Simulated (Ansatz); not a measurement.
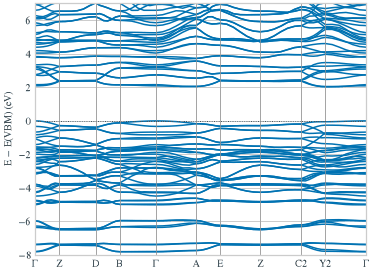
Figure: Band structure from r²SCAN in the plane-wave PAW code Ansatz

Q: Read off the gap and where the band edges lie.

A: About 2.0 eV (2.04 eV by a search for the band edges); maximum at Γ, minimum at Y2.

The material is BSe$_{2}$ in space group P2_1/c (No. 14; Pearson symbol mP24).

The first step of the workflow began from a Materials Project structure, measured or hypothetical; the Crystallography Open Database copy checked does not list it. Whether it is the stable phase at ambient conditions was not checked. The r²SCAN relaxation kept the symmetry of its start; its stability against distortions is not shown here. A crystal of weakly bound chains computed without a dispersion correction: the cell and the soft elastic constants depend strongly on that. Spin–orbit coupling is left out wherever it is not named.

Potentials: the later of the program's two PAW sets.
